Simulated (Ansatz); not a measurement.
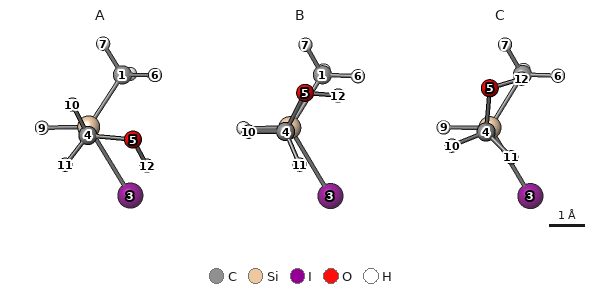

3 geometries from a converged minimum-energy path of C2H7IOSi, shuffled. Style: ball-and-stick. Shown from a free direction.

Level of theory: RKS PBE-D4/def2-SVP in Ansatz 0.2.0. Run with 9 movable images; climbing image; force threshold 0.05 eV/Å; iteration limit 26; starting path through a guess of the saddle point.

Question: Which frame is the top of the path?

Answer: B. In order along the path, whose images run from 0 to 10: C (image 3, +1.33 kcal/mol), B (image 5, +2.01 kcal/mol), A (image 10, −1.79 kcal/mol). The motion is a rotation about the C–Si bond by about 120°. No bond forms or breaks between the ends. Among the angles between lasting bonds that change up to the highest image: Si–C–O 109.0° → 112.2°.
